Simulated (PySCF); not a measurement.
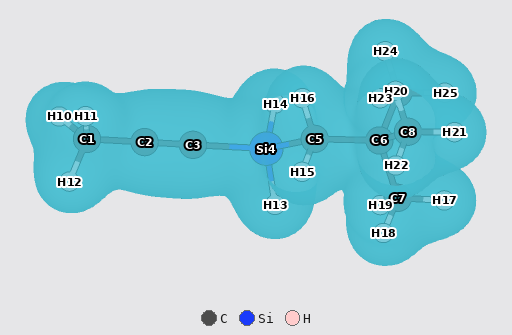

Figure 1: C$_{8}$H$_{16}$Si. Isosurface of the total electron density at 0.1 e/Å³ (cyan), seen from one side.

Geometry: PBE0-D3(BJ)/def2-SVP.

All numbers below come from PBE0/pcSseg-1, SCF density, gas phase, non-relativistic (PySCF).

Input file:

```
{"job": {"kind": "nmr", "xc": "PBE0", "basis": "pcSseg-1"}, "charge": 0, "multiplicity": 1}
C      5.098245     0.706826    -0.061064
C      3.768058     0.127631    -0.096219
C      2.650720    -0.359778    -0.127519
Si     0.954060    -1.048183    -0.164136
C     -0.252161     0.356150     0.212042
C     -1.766418     0.069778     0.241424
C     -2.239405    -0.445165    -1.120217
C     -2.499505     1.375835     0.562415
C     -2.095594    -0.963438     1.321816
H      5.821380     0.010127     0.391536
H      5.109484     1.636249     0.529584
H      5.451158     0.947935    -1.076071
H      0.714784    -1.643458    -1.514829
H      0.867865    -2.149342     0.843486
H     -0.038759     1.143570    -0.533480
H      0.064574     0.778777     1.182612
H     -3.332500    -0.581034    -1.128417
H     -1.982131     0.262746    -1.924404
H     -1.782706    -1.415392    -1.371172
H     -2.179504     1.780007     1.535981
H     -3.589563     1.219149     0.603542
H     -2.297031     2.142290    -0.202765
H     -1.618199    -1.934645     1.117826
H     -1.753604    -0.625023     2.313189
H     -3.182346    -1.133965     1.380707
```

Run with:

```sh
OMP_NUM_THREADS=1 python probes_run.py task.json out
```

> What does this surface tell about the bonding?

At this value the surface is in one piece. It bridges the sampled C–C (1.22 Å), C–Si (1.83 Å), C–H (1.10 Å) and C–Si (1.89 Å) contacts, where the density stays above the isovalue. On the grid the lowest density along these lines, outside the cores, is 2.7 e/Å³ (C–C, 1.22 Å), 0.79 e/Å³ (C–Si, 1.83 Å), 1.8 e/Å³ (C–H, 1.10 Å) and 0.8 e/Å³ (C–Si, 1.89 Å).
